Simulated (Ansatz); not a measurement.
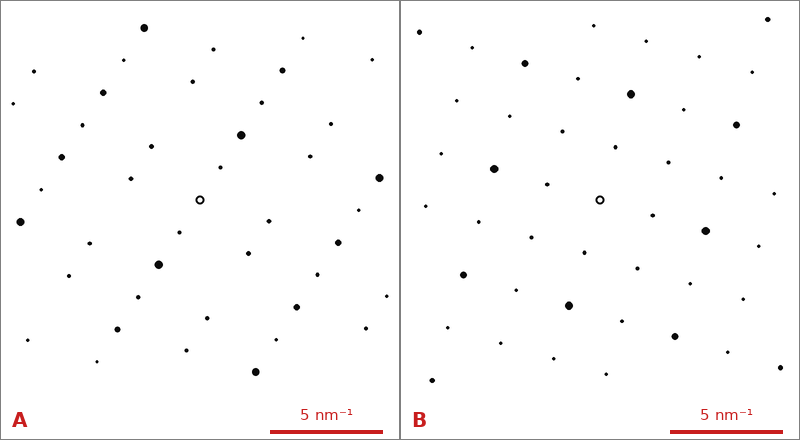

Kinematic electron diffraction patterns (300 kV, B = 0.5 Å², same scale, each along a low-index zone) of two structures of composition Pt3Cl, each relaxed at zero pressure with Ansatz, DFT PBE, scalar-relativistic, plane waves, PAW.

The structures (standard cells):
1. P6_3/mmc (No. 194), a = 6.689 Å, c = 3.627 Å (hexagonal axes), 8 atoms; generated start, possibly hypothetical
2. Pm-3m (No. 221), a = 4.034 Å, 4 atoms; generated start, possibly hypothetical

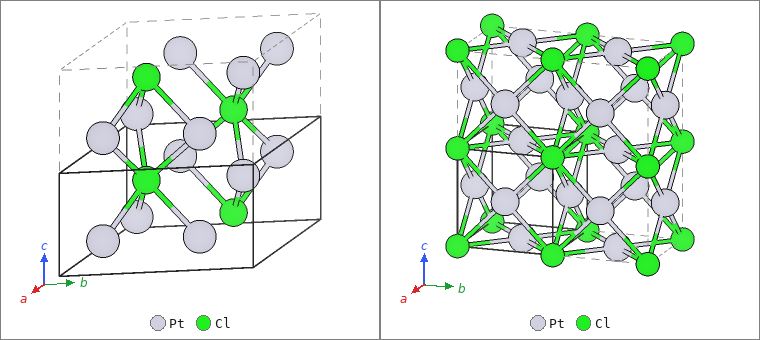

Drawings of the structures 1 to 2, from left to right (each may span several cells).

Question: Which pattern belongs to which structure, and along which zone?

Answer: A is structure 1 along [101] or an equivalent direction: centred rectangular net of 0 1 0 at d = 5.79 Å and 1 0 -1 at d = 3.07 Å, 74.6° apart (some points of this net are extinct or too weak to see). B is structure 2 along [001] or an equivalent direction: square net of 1 0 0 at d = 4.03 Å and 0 1 0 at d = 4.03 Å, 90.0° apart.

Question: Rank the structures by their computed energy.

Answer: Structure 1 (P6_3/mmc, 17.57 Å³ an atom) is the lowest of these; structure 2 (Pm-3m, 16.41 Å³ an atom) lies about 150 meV an atom higher. These are static energies at 0 K; other structures, not shown, may lie lower still.
